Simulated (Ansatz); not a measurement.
## Electronic structure of CH2AlClSi (SMILES [Cl][Al]1[CH]=[SiH]1) in real space

```xyz
6

C     0.4906   -0.8352    0.6552
Al   -0.5543   -1.7480   -0.6166
Cl   -2.3979   -2.4213   -1.3474
Si    1.6842   -1.4236   -0.5230
H     0.5054   -0.2558    1.5875
H     3.1787   -1.2198   -0.4792
```

Geometry: r2SCAN-D4/def2-SVP.

Theory: Ansatz, isolated molecule in a Gaussian basis; Kohn-Sham density functional theory, functional PBE0.

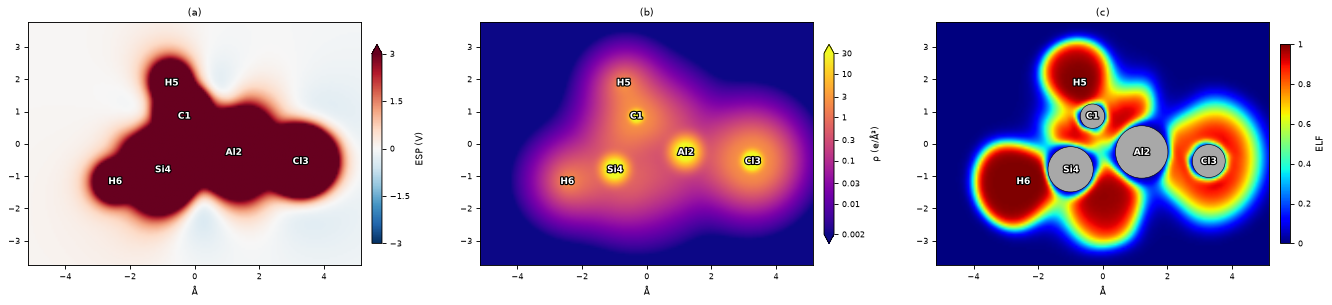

Figure 1. (a) molecular electrostatic potential; (b) electron density; (c) electron localisation function on the molecular plane. Grey discs cover the atomic cores in the ELF map.

Q: Read the bonding off the picture.

A: The plane passes through C, Al, Cl, Si and H nuclei. C–Si (1.78 Å): ρ at the midpoint is about 1 e/Å³; the ELF peaks at about 0.90 between the atoms, as expected for localised, covalent bonding. C–Al (1.88 Å): ρ is about 0.73 e/Å³ halfway; the ELF peaks at about 0.85 in the valence shell of C, 0.7 Å from its nucleus, and is about 0.70 at the midpoint. Al–Cl (2.09 Å): ρ at the midpoint is about 0.74 e/Å³; the ELF peaks at about 0.85 in the valence shell of Cl, 0.9 Å from its nucleus, and is about 0.80 at the midpoint. Al–Si (2.26 Å): the density is about 0.42 e/Å³ at the midpoint, with its minimum of 0.37 e/Å³ about 0.9 Å from Al; the ELF reaches about 0.50 near the midpoint. C–H (1.10 Å): ρ is about 2 e/Å³ halfway; the ELF climbs to about 1 towards the hydrogen, as it does in any bond to H (an ordinary covalent bond to hydrogen). The ELF also peaks beside Cl3, away from the bonds: lone-pair regions. Outside the dense part of the molecule the potential is most negative (−0.4 V) near H6.

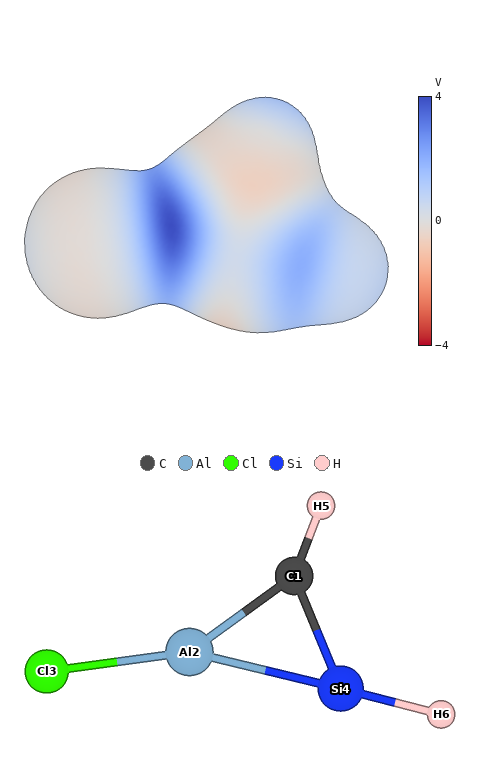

Figure 2. The electrostatic potential painted on the density surface at 0.004 e/bohr³, seen across its widest extent; red is negative and blue positive. The bare structure is drawn below in the same view.

Q: Where is the surface potential most negative and most positive?

A: The most negative region (about −0.6 V) lies over the π face of C1, the most positive (about +3.8 V) over Al2. Cl3 shows a σ-hole: about +0.3 V at the tip opposite its bond, against about −0.1 V on its flanks.

Q: How polar is the molecule by this calculation?

A: Its dipole moment is 1.03 D.

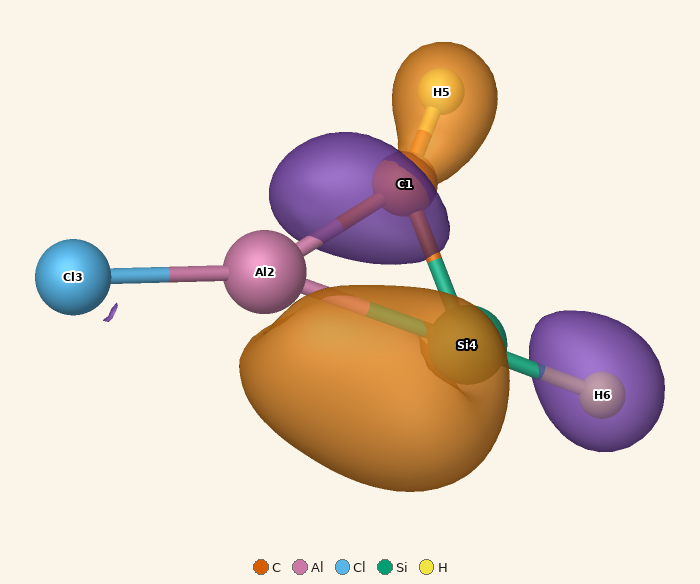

Figure 3. The HOMO at ±0.15 Å⁻³ᐟ² (orange and purple are the two phases), seen at a tilt.

Q: Describe this orbital and give its energy.

A: Its weight (Hirshfeld) is mainly on Si4 (about 45 %), Al2 (about 25 %), C1 (about 15 %) and H6 (about 10 %); it is symmetric in the molecular plane (an in-plane orbital: σ, lone-pair or in-plane π type). Its energy is −7.04 eV.
